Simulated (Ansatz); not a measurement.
# ClH4OSSi: the cost of one run

Program: Ansatz 0.2.0. Level of theory: RKS PBE/def2-SVP. These are calculated values, not measurements.

**1. The structure to begin with**

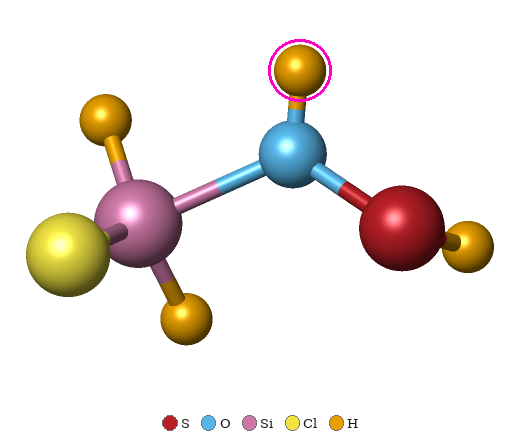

Start, viewed from a chosen angle; sulfur red, oxygen blue, silicon pink, chlorine yellow, hydrogen amber. Ringed: H6.

Structure file:

```xyz
8

S    -0.2243    1.0149   -1.7651
O     0.4982    0.5468   -0.2505
Si   -0.2001   -0.9435    0.8610
Cl   -0.0306   -2.5500   -0.2318
H    -0.7769    2.1443   -1.2864
H     1.4462    0.7602   -0.2361
H    -1.5042   -0.3281    1.0273
H     0.7919   -0.6446    1.8816
```

**2. Relaxing end A**

input.yaml

```yaml
crystal:
  periodic: [false, false, false]
  atoms:
    - { symbol: S, position_ang: [-0.22434, 1.01488, -1.76507] }
    - { symbol: O, position_ang: [0.49821, 0.54685, -0.25049] }
    - { symbol: Si, position_ang: [-0.20015, -0.94351, 0.86102] }
    - { symbol: Cl, position_ang: [-0.03058, -2.54999, -0.23177] }
    - { symbol: H, position_ang: [-0.77693, 2.14431, -1.28642] }
    - { symbol: H, position_ang: [1.44616, 0.76016, -0.23613] }
    - { symbol: H, position_ang: [-1.50424, -0.32808, 1.02728] }
    - { symbol: H, position_ang: [0.79188, -0.64463, 1.88159] }
total_charge: 1
basis:
  gaussian: { orbitals: def2-SVP }
hamiltonian:
  xc: pbe
relax:
  f_tol: 0.02
  max_steps: 50
output:
  orbitals: {}
```

Launch:

```
$ ansatz run input.yaml --threads 2 --pin off --max-ram 3072MiB --backend cpu --events-out ev --progress --plain --runs-dir out
```

What time and memory should one allow on 2 threads of Arm Neoverse V1, shared host?

About 11 s, with a peak of 0.14 GiB.
